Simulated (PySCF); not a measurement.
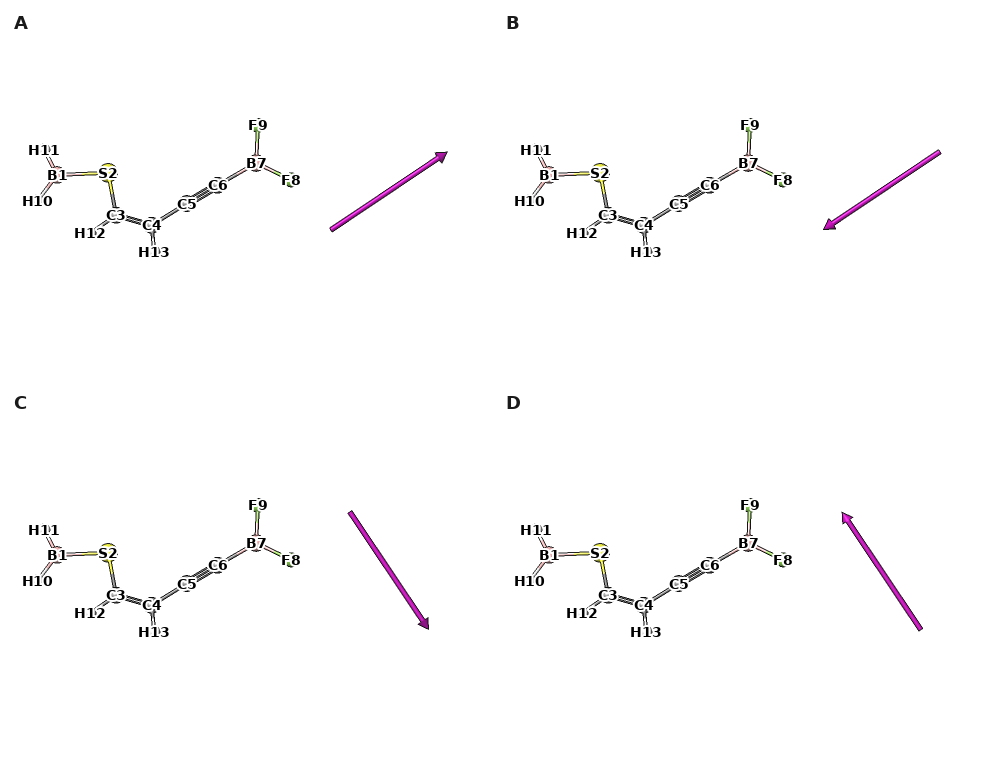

The same molecule four times, each with an arrow. Computed geometry: GFN2-xTB optimisation. No frequency run is at hand to confirm it as a minimum. Properties computed with PBE0/pcSseg-1, gas phase (PySCF 2.14.0).

### Which arrow points along the dipole moment, from the negative to the positive end?

B. The dipole moment is 3.59 D; it points from the side of F9 to the side of H10 (the outermost atoms at the two ends).

The geometry is semi-empirical. Around B such bond lengths and angles can be off by a tenth of an ångström or more and by several degrees, and values that hang on the shape move with them.
